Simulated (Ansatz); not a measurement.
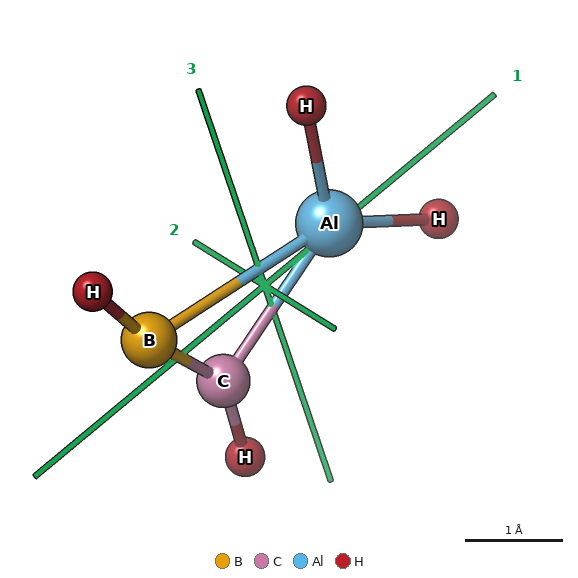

The three principal axes of inertia are drawn and numbered. Atoms fade into the background with distance from the viewer. The computed structure is the end point of a PBE-D4/def2-SVP optimisation. No frequency run is at hand to confirm it as a minimum. Masses are those of the most abundant isotopes; constants are for the rigid equilibrium geometry.

> Which line is the a axis (least moment of inertia), which b and which c?

a is line 1, b is line 3, c is line 2; the moments are 18.4, 68.7, 87.1 u Å².

> Classify the rotor and give the rotational constants (MHz).

An asymmetric top (Cs): A = 27469, B = 7357, C = 5803 MHz. Ray's parameter κ is −0.86, close to the prolate limit.
